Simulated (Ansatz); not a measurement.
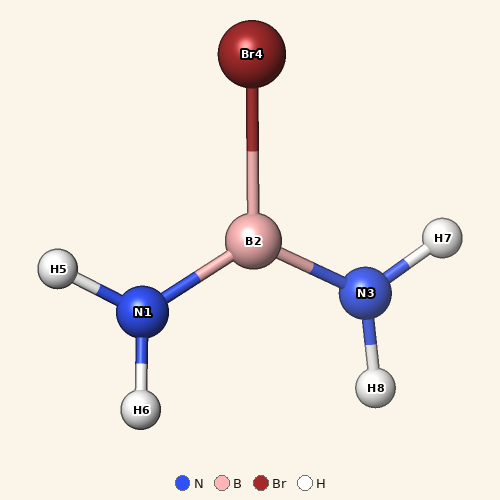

The system is BBrH4N2, SMILES NB(N)Br; the picture shows the grid point nearest to the relaxed geometry. 
- Two internal coordinates are moved rigidly from the geometry relaxed at PBE0-D4/def2-TZVP, all others fixed.
- Coordinates scanned: (1) angle B2–N1–H6; (2) torsion H5–N1–B2–N3.
- The grid has 5 × 5 points.
- Points are written as (first, second).
- Energies are in kcal/mol, from the lowest grid point.
- Method: RHF-CCSD(T), frozen core/def2-TZVPP (Ansatz).

Its coordinates:

```yaml
atoms:
  - { symbol: N, position_ang: [-0.1153, 1.2621, 0.0028] }
  - { symbol: B, position_ang: [-0.2398, -0.1112, -0.2484] }
  - { symbol: N, position_ang: [0.3015, -1.1284, 0.5494] }
  - { symbol: Br, position_ang: [-1.2469, -0.6497, -1.8357] }
  - { symbol: H, position_ang: [-0.6912, 1.9410, -0.4588] }
  - { symbol: H, position_ang: [0.5471, 1.6493, 0.6510] }
  - { symbol: H, position_ang: [0.1842, -2.0989, 0.3260] }
  - { symbol: H, position_ang: [0.8339, -0.9542, 1.3832] }
```

Range: angle B2–N1–H6 from 93.5 to 153.5°; torsion H5–N1–B2–N3 from −165 to −21°.

> What will the energy surface look like?

The lowest grid point is at (123.5°, −165°). It lies at the edge of the scanned range, so the true minimum may lie outside. The energy also falls towards the edge at (123.5°, −21°) (0.9 kcal/mol above the lowest), where a further well may lie outside the range. The highest grid point, (153.5°, −93°), lies 28.3 kcal/mol above the lowest.

| torsion H5–N1–B2–N3 ↓, angle B2–N1–H6 → | 93.5 | 108.5 | 123.5 | 138.5 | 153.5 |
| --- | --- | --- | --- | --- | --- |
| −21 | 14.8 | 4.0 | 0.9 | 5.4 | 17.3 |
| −57 | 22.3 | 12.8 | 10.0 | 13.9 | 24.4 |
| −93 | 27.1 | 18.1 | 15.2 | 18.7 | 28.3 |
| −129 | 21.6 | 11.6 | 8.2 | 11.8 | 22.2 |
| −165 | 15.0 | 3.8 | 0.0 | 3.9 | 15.6 |

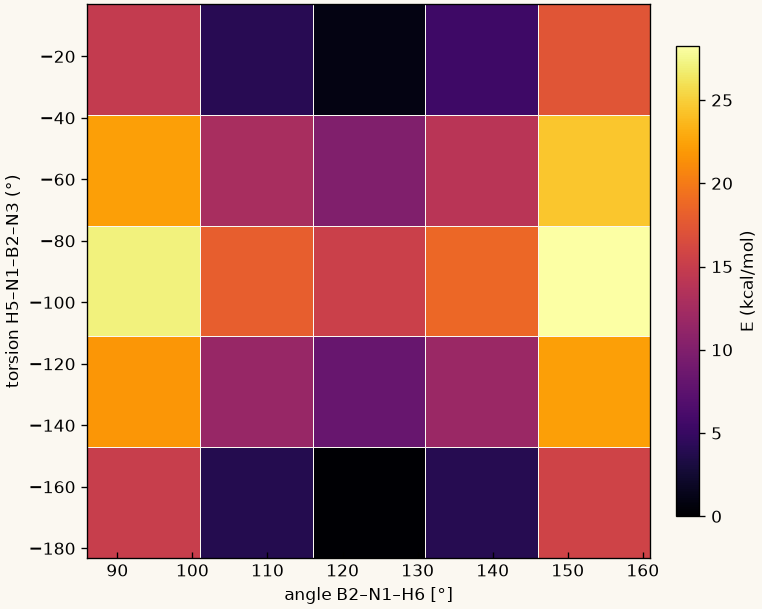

The picture shows one coloured cell a grid point.
